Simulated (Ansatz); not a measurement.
# Geometry relaxation, with input and output: HfH4S2O2 (charge +1)

System: HfH4S2O2, charge +1, multiplicity 2.
Method: UKS PBE-QIDH/def2-mTZVP (Ansatz 0.2.0).

The run did not end well. The geometry comes from this level: PBE0-D4/def2-TZVP.

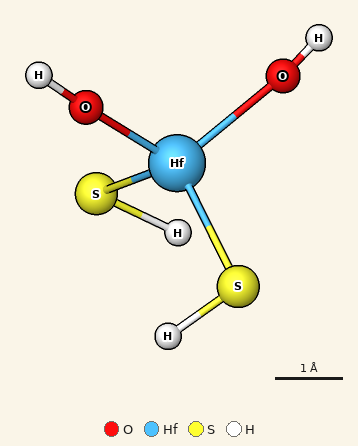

**Figure 1.** The structure as given in the input (ball-and-stick view, seen at a tilt). Sticks mark near contacts.

**Input file**
```yaml
crystal:
  periodic: [false, false, false]
  atoms:
    - {symbol: O, position_ang: [-0.970848, 0.831129, -1.669782]}
    - {symbol: Hf, position_ang: [0.102513, -0.088373, -0.079058]}
    - {symbol: O, position_ang: [1.973096, -0.285230, -0.456226]}
    - {symbol: S, position_ang: [-0.929328, -2.152183, 0.366882]}
    - {symbol: S, position_ang: [0.150653, 1.559920, 1.802739]}
    - {symbol: H, position_ang: [-1.264699, 1.164621, -2.331156]}
    - {symbol: H, position_ang: [2.967283, -0.374857, -0.694873]}
    - {symbol: H, position_ang: [-0.337401, -2.354097, 1.508511]}
    - {symbol: H, position_ang: [-1.320931, 1.516856, 1.850430]}
basis:
  gaussian: {orbitals: def2-mTZVP}
total_charge: 1
magnetization: {spin_polarized: true, initial_magnetization: 1}
hamiltonian: {xc: {name: PBE-QIDH}}
accuracy: high
relax: {f_tol: 0.001, max_steps: 1}
output: {forces: true}
```

Machine: 4 threads of Arm Neoverse V1, 23 GiB of memory available, shared host.

Command:
```bash
ansatz run in.yaml --threads 4 --pin off --events-out ev --progress --plain --max-ram 10444MiB
```

**What the program printed**
```
Functional definition: PBE-QIDH
  name "PBE-QIDH"
  cite "Brémond, Sancho-García, Pérez-Jiménez & Adamo, J. Chem. Phys. 141, 031101 (2014) doi:10.1063/1.4890314"
  cite "Perdew, Burke & Ernzerhof, Phys. Rev. Lett. 77, 3865 (1996) doi:10.1103/PhysRevLett.77.3865"
  parameter a = 3^(-1/3)
  parameter c = 1/3
  exchange = (1 - a)*pbe_x + a*exact_x
  correlation = (1 - c)*pbe_c + c*(mp2_os + mp2_ss)
2929 factors; integrals over basis functions are off by at most 6.7e-8 eV
mean field evaluation 1: about -27087.0383 eV, gradient 6.4e1 eV
mean field evaluation 2: about -27087.0915 eV, gradient 6.4e1 eV
mean field evaluation 4: about -27099.9444 eV, gradient 1.6e1 eV
mean field evaluation 8: about -27101.2775 eV, gradient 5.7e-1 eV
mean field evaluation 16: about -27101.2938 eV, gradient 1.7e-2 eV
mean field evaluation 32: about -27101.2938 eV, gradient 3.1e-5 eV
mean field -27101.29381367 eV, -995.9541777355 hartree, gradient 6.8e-8 eV, S^2 0.759927; 3 other end points of the search recorded, 0 dependent functions left out
12 core orbitals not correlated: weight in the atoms' cores, before any rotation towards them, 1.000 or more for the frozen orbitals, at most 0.000 for the correlated occupied ones
reference -27101.29381500 eV, -995.9541777847 hartree; 20, 19 occupied and 108, 109 virtual orbitals, 2929 factors
second order -27.95464289 eV of doubles, -0.00000000 eV of singles
the calculation of the forces begins
mean field evaluation 64: about -27101.2282 eV, gradient 2.3e-1 eV
relax step   1: F+E_penalty+E_count = -27110.61202796 eV  Δ(F+E_penalty+E_count) = +0.000e0 eV  max|allowed force component| = 1.698e1 eV/Å  Δτ_max = 0.0000 Å  (117 SCF iters, accepted)
Error: geometry relaxation did not converge after 1 steps: max|allowed force component| = 1.70e1 eV/Å (threshold 1.0e-3). Raise `relax.max_steps` over both its present limit and 1, loosen `relax.f_tol`, or start from a geometry closer to equilibrium. Where this run's directory can be resumed (`checkpoint.write`), a resume goes on for up to `relax.max_steps` more
```

**Outcome**

- outcome: not converged
- wall time: 68 s (CPU time 4.4 min)
- peak memory: 1.3 GiB

The input was spoiled on purpose: the optimiser is allowed too few steps. The run did not converge: “geometry relaxation did not converge after 1 steps: max|allowed force component| = 1.70e1 eV/Å (threshold 1.0e-3). Raise `relax.max_steps` over both its present limit and 1, loosen `relax.f_tol`, or start from a geometry closer to equilibrium …” Its last values are not results.
